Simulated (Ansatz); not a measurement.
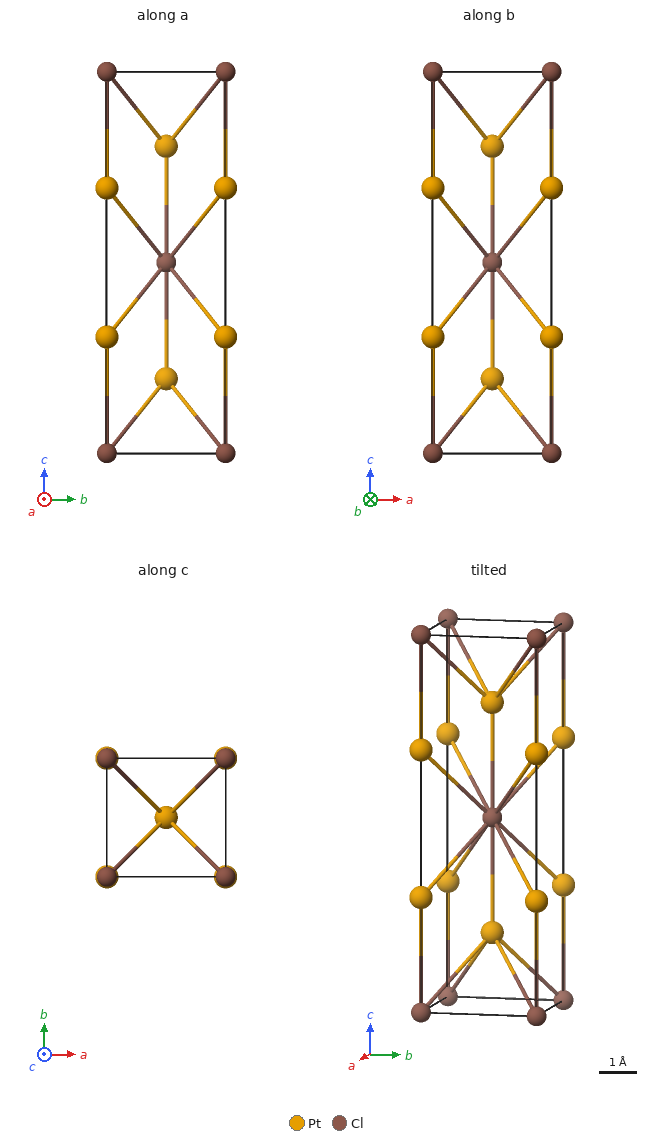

The figure gives a ball-and-stick picture of the atoms, viewed along the a axis, along the b axis, along the c axis and slightly off an axis. One conventional unit cell is framed, with atoms on its boundary repeated.

Lattice parameters: a = 3.281 Å, b = 3.281 Å, c = 10.546 Å, α = 90.00°, β = 90.00°, γ = 90.00°. Put a along x and b in the xy plane.

**Give the structure in the form of a POSCAR file, with free fractional coordinates to two decimals.**

```
Pt Cl
1.0
     3.281    0.000    0.000
     0.000    3.281    0.000
     0.000    0.000   10.546
Pt Cl
4 2
Direct
  0.50 0.50 0.20
  0.00 0.00 0.30
  0.00 0.00 0.70
  0.50 0.50 0.80
  0.00 0.00 0.00
  0.50 0.50 0.50
```

The cell started as a textbook structure type filled with these elements (whether it is the usual form wasn't checked). The structure drawn was relaxed with DFT PBE, scalar-relativistic, plane waves, PAW in Ansatz 0.2.0.
